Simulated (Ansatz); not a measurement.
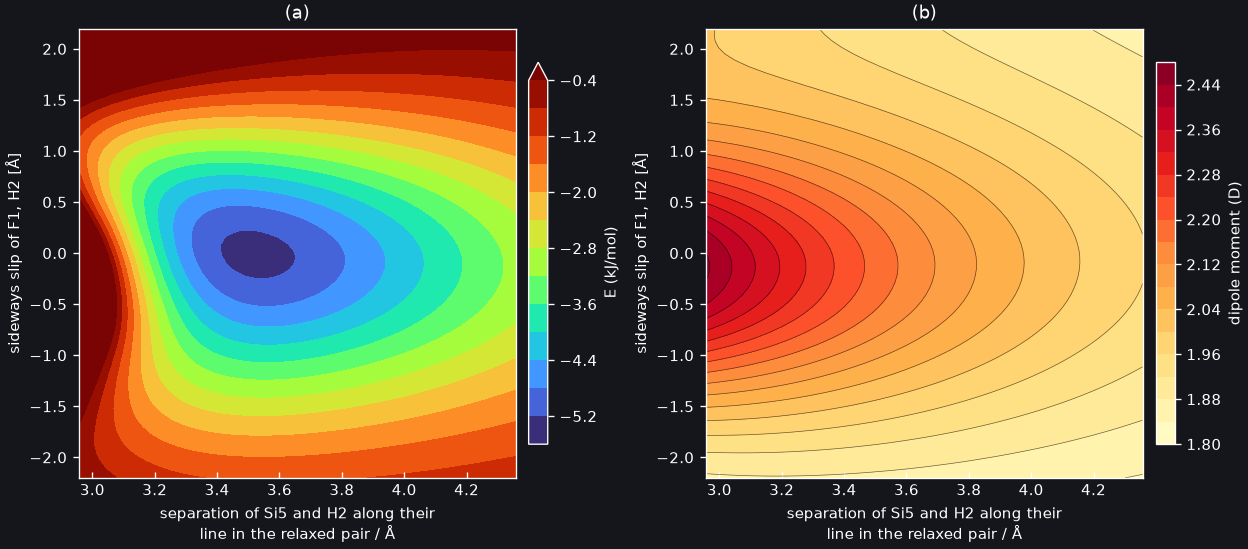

The pair FH···CH₆OSi. Coordinates scanned: (1) separation of Si5 and H2 along their line in the relaxed pair; (2) sideways slip of F1, H2. Nothing is relaxed (both partners rigid). Grid: 9 × 9 points. Points are written as (first, second). Energies are in kJ/mol, from the two partners far apart, frozen as in the relaxed pair, each in its own basis (no counterpoise correction). All numbers below come from RHF/def2-SVPD in Ansatz.

Panel (a) is the energy and panel (b) the computed dipole moment on the same grid.

Drawn: filled contours, one colour for all values above the top of the scale. Between grid points the surface is interpolated.

**How does the dipole moment vary over the map, and what is it at the lowest grid point?**

Leaving out the highest fifth of the energies, it runs from 1.84 D at (4.357 Å, −2.20 Å) to 2.33 D at (3.158 Å, 0.00 Å). At the lowest grid point, (3.488 Å, 0.00 Å), it is 2.19 D.
